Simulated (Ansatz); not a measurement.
**FGe₂H₅O: small, medium and large basis sets**

How large a basis does FGe₂H₅O need? Two functionals are run in growing sets.

Program: Ansatz 0.2.0, Gaussian basis. Level of theory: one geometry, several basis sets. These are calculated values, not measurements.

Plan: PBE0-D4/def2-SVP; ωB97M-V/def2-SVP; PBE0-D4/def2-QZVPP; ωB97M-V/def2-QZVPP; the functionals' def2-TZVPP values are taken from earlier runs.

## Step 1: The geometry

The geometry comes from an earlier relaxation with PBE0-D4 in a triple-zeta def2 set; it is a stationary point, not always the lowest conformer.

SMILES `[F][GeH2][O][GeH3]`, 9 atoms, charge 0, spin multiplicity 1.

Atoms are counted from 1 here; the program's logs count them from 0.

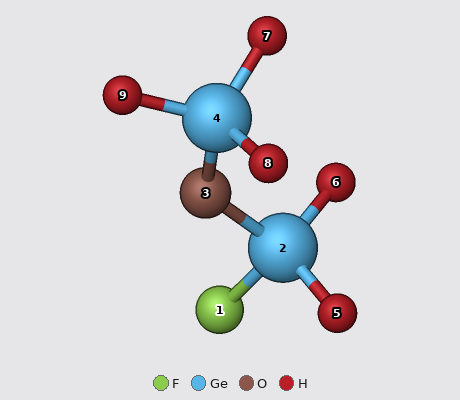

The geometry (fluorine green, germanium blue, oxygen brown, hydrogen red); atoms are numbered from 1 in the order of the file.

## Step 2: PBE0-D4 in def2-SVP

Contents of in.yaml:

```yaml
crystal:
  periodic: [false, false, false]
  atoms:
    - {symbol: F, position_ang: [-2.387665, 1.757057, 0.071893]}
    - {symbol: Ge, position_ang: [-0.700363, 1.389630, 0.183242]}
    - {symbol: O, position_ang: [-0.615141, -0.330564, -0.120869]}
    - {symbol: Ge, position_ang: [0.749583, -1.464674, -0.195103]}
    - {symbol: H, position_ang: [0.000706, 2.184808, -0.927161]}
    - {symbol: H, position_ang: [-0.268594, 1.721004, 1.618648]}
    - {symbol: H, position_ang: [1.467312, -1.467194, 1.167139]}
    - {symbol: H, position_ang: [1.714845, -1.008245, -1.304539]}
    - {symbol: H, position_ang: [0.127717, -2.828122, -0.510453]}
basis:
  gaussian: {orbitals: def2-SVP}
hamiltonian: {xc: pbe0, dispersion: d4}
output: {orbitals: {seedname: orbitals}}
```

The run is started by

```
ansatz run in.yaml --threads 4 --pin off --events-out ev --progress --plain --max-ram 10444MiB
```

Output:

```text
Functional definition: PBE0
  name "PBE0"
  cite "Adamo & Barone, J. Chem. Phys. 110, 6158 (1999) doi:10.1063/1.478522"
  cite "Perdew, Burke & Ernzerhof, Phys. Rev. Lett. 77, 3865 (1996) doi:10.1103/PhysRevLett.77.3865"
  parent pbe
  parameter a = 0.25
  parameter kappa = 0.804
  parameter beta = 0.06672455060314922
  exchange = (1 - a)*pbe_x(kappa = kappa, mu = beta*pi^2/3) + a*exact_x
  correlation = pbe_c(beta = beta)
1138 factors; integrals over basis functions are off by at most 1.5e-3 eV
mean field evaluation 1: about -117840.7755 eV, gradient 5.9e1 eV
mean field evaluation 2: about -117824.0549 eV, gradient 1.1e2 eV
mean field evaluation 4: about -117846.1882 eV, gradient 6.4e0 eV
mean field evaluation 8: about -117846.3126 eV, gradient 2.9e-1 eV
mean field evaluation 16: about -117846.3127 eV, gradient 7.3e-5 eV
mean field -117846.31271884 eV, -4330.7721133178 hartree, gradient 7.3e-5 eV, S^2 0.000000; 0 other end points of the search recorded, 0 dependent functions left out
reference -117846.31274886 eV, -4330.7721144208 hartree; 43, 43 occupied and 74, 74 virtual orbitals, 1138 factors
Total energy: -117846.45928326 eV, -4330.7774994609 hartree
```

Run time: 1.1 s. Hardware: 4 threads of Intel Xeon Platinum 8375C at 2.90GHz, shared host.

## Step 3: ωB97M-V in def2-SVP

Edit in.yaml of step 2 so:

```diff
@@ -14,3 +14,3 @@
   gaussian: {orbitals: def2-SVP}
-hamiltonian: {xc: pbe0, dispersion: d4}
+hamiltonian: {xc: {name: wB97M-V}}
 output: {orbitals: {seedname: orbitals}}
```

The command is unchanged.

Output, shortened:

```text
Functional definition: wB97M-V
  name "wB97M-V"
  cite "Mardirossian & Head-Gordon, J. Chem. Phys. 144, 214110 (2016) doi:10.1063/1.4952647"
  cite "Becke, J. Chem. Phys. 107, 8554 (1997) doi:10.1063/1.475007"
  cite "Vydrov & Van Voorhis, J. Chem. Phys. 133, 244103 (2010) doi:10.1063/1.3521275"
  # Of w^i u^j: cxij and so on, Table III.
[...]
  gx(w, u) = 1 - cx + cx01*u + cx10*w
  gss(w, u) = css00 + css04*u^4 + css10*w + css20*w^2 + css43*w^4*u^3
  gos(w, u) = cos00 + cos10*w + (cos20 + cos21*u)*w^2 + (cos60 + cos61*u)*w^6
[...]
      + integral(e_c_pw_mod_opposite_spin*gos(b97_w_opposite, b97_u_opposite)) + vv10(b, c)
1138 factors; integrals over basis functions are off by at most 1.5e-3 eV
303 factors; integrals over basis functions are off by at most 4.8e-6 eV
[...]
mean field -117857.50792950 eV, -4331.1835297210 hartree, gradient 2.8e-5 eV, S^2 0.000000; 0 other end points of the search recorded, 0 dependent functions left out
reference -117857.50797533 eV, -4331.1835314053 hartree; 43, 43 occupied and 74, 74 virtual orbitals, 1138 factors
Total energy: -117857.50797533 eV, -4331.1835314053 hartree
```

Wall time 3.5 s (4 threads of Intel Xeon Platinum 8375C at 2.90GHz, shared host).

## Step 4: PBE0-D4 in def2-QZVPP

Edit in.yaml of step 3 so:

```diff
@@ -13,4 +13,4 @@
 basis:
-  gaussian: {orbitals: def2-SVP}
-hamiltonian: {xc: {name: wB97M-V}}
+  gaussian: {orbitals: "def2-QZVPP.json"}
+hamiltonian: {xc: pbe0, dispersion: d4}
 output: {orbitals: {seedname: orbitals}}
```

The command is unchanged.

Output:

```text
Functional definition: PBE0
  name "PBE0"
  cite "Adamo & Barone, J. Chem. Phys. 110, 6158 (1999) doi:10.1063/1.478522"
  cite "Perdew, Burke & Ernzerhof, Phys. Rev. Lett. 77, 3865 (1996) doi:10.1103/PhysRevLett.77.3865"
  parent pbe
  parameter a = 0.25
  parameter kappa = 0.804
  parameter beta = 0.06672455060314922
  exchange = (1 - a)*pbe_x(kappa = kappa, mu = beta*pi^2/3) + a*exact_x
  correlation = pbe_c(beta = beta)
1791 factors; their error is unknown
mean field evaluation 1: about -117862.5158 eV, gradient 6.8e1 eV
mean field evaluation 2: about -117838.7309 eV, gradient 1.3e2 eV
mean field evaluation 4: about -117869.0536 eV, gradient 9.3e0 eV
mean field evaluation 8: about -117869.1585 eV, gradient 2.7e-1 eV
mean field evaluation 16: about -117869.4440 eV, gradient 1.6e-4 eV
mean field -117869.44396654 eV, -4331.6221709917 hartree, gradient 3.5e-5 eV, S^2 0.000000; 0 other end points of the search recorded, 0 dependent functions left out
reference -117869.44400593 eV, -4331.6221724391 hartree; 43, 43 occupied and 399, 399 virtual orbitals, 1791 factors
Total energy: -117869.59054033 eV, -4331.6275574791 hartree
```

Wall time 7 s (4 threads of Intel Xeon Platinum 8375C at 2.90GHz, shared host); peak memory 1.9 GiB.

## Step 5: ωB97M-V in def2-QZVPP

Edit in.yaml of step 4 so:

```diff
@@ -14,3 +14,3 @@
   gaussian: {orbitals: "def2-QZVPP.json"}
-hamiltonian: {xc: pbe0, dispersion: d4}
+hamiltonian: {xc: {name: wB97M-V}}
 output: {orbitals: {seedname: orbitals}}
```

Same command.

Output, shortened:

```text
Functional definition: wB97M-V
  name "wB97M-V"
  cite "Mardirossian & Head-Gordon, J. Chem. Phys. 144, 214110 (2016) doi:10.1063/1.4952647"
  cite "Becke, J. Chem. Phys. 107, 8554 (1997) doi:10.1063/1.475007"
  cite "Vydrov & Van Voorhis, J. Chem. Phys. 133, 244103 (2010) doi:10.1063/1.3521275"
  # Of w^i u^j: cxij and so on, Table III.
[...]
  gx(w, u) = 1 - cx + cx01*u + cx10*w
  gss(w, u) = css00 + css04*u^4 + css10*w + css20*w^2 + css43*w^4*u^3
  gos(w, u) = cos00 + cos10*w + (cos20 + cos21*u)*w^2 + (cos60 + cos61*u)*w^6
[...]
      + integral(e_c_pw_mod_opposite_spin*gos(b97_w_opposite, b97_u_opposite)) + vv10(b, c)
1767 factors; their error is unknown
358 factors; integrals over basis functions are off by at most 7.0e-6 eV
[...]
mean field -117880.65762605 eV, -4332.0342653777 hartree, gradient 7.6e-5 eV, S^2 0.000000; 0 other end points of the search recorded, 0 dependent functions left out
reference -117880.65769161 eV, -4332.0342677872 hartree; 43, 43 occupied and 399, 399 virtual orbitals, 1767 factors
Total energy: -117880.65769161 eV, -4332.0342677872 hartree
```

It took 14 s on 4 threads of Intel Xeon Platinum 8375C at 2.90GHz, shared host; peak memory 2.2 GiB.

## Step 6: Functionals by basis

The def2-TZVPP values come from earlier runs at the same geometry.

```
functional       basis  functions   energy (eV)  from the largest (eV)  HOMO (eV)  LUMO (eV)
   PBE0-D4    def2-SVP        117  -117846.4593                 23.131      -8.50      -0.02
   PBE0-D4  def2-TZVPP        228  -117866.8255                  2.765      -8.58      -0.27
   PBE0-D4  def2-QZVPP        442  -117869.5905                  0.000      -8.60      -0.46
   ωB97M-V    def2-SVP        117  -117857.5080                 23.150     -10.76       1.90
   ωB97M-V  def2-TZVPP        228  -117877.9742                  2.684     -10.88       1.54
   ωB97M-V  def2-QZVPP        442  -117880.6577                  0.000     -10.90       1.17
```

## Step 7: Results

```
                                       quantity           value
PBE0-D4: double and triple zeta above quadruple  23.13, 2.77 eV
ωB97M-V: double and triple zeta above quadruple  23.15, 2.68 eV
```

**Reading.** PBE0-D4 gains 20.37 eV from double to triple zeta, then 2.77 eV more. Total energies overstate the basis error of differences, where much of it tends to cancel. The LUMO of ωB97M-V is positive and keeps falling with the basis (1.90 to 1.17 eV): an unbound level that the basis holds in place.

For PBE0-D4 the largest set took about 6 times as long as the smallest (7 s against 1.1 s).
